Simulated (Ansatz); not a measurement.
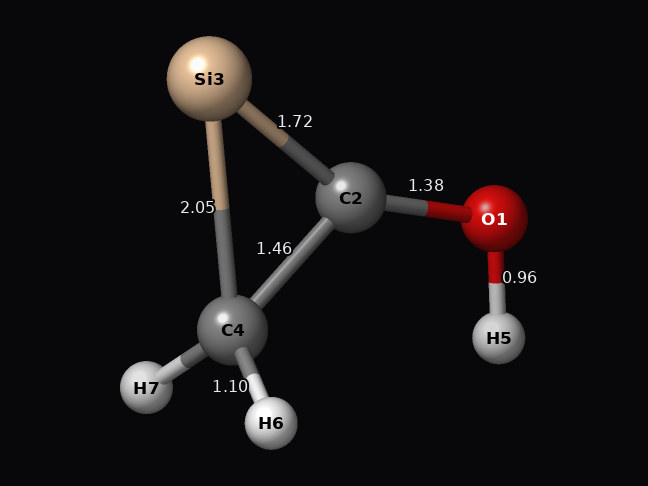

The numbers beside the sticks are distances in Å. Sticks don't show bond order. Charge −1, singlet. The computed structure is the end point of a PBE0-D4/def2-TZVPD optimisation. No frequency run is at hand to confirm it as a minimum.

> Which of the marked bonds are single, double, triple or aromatic?

O1–C2 single; O1–H5 single; C2–Si3 double; C2–C4 single; Si3–C4 single; C4–H6 single. This is one Lewis structure.

> Give the structure as SMILES.

OC1=[Si-]C1
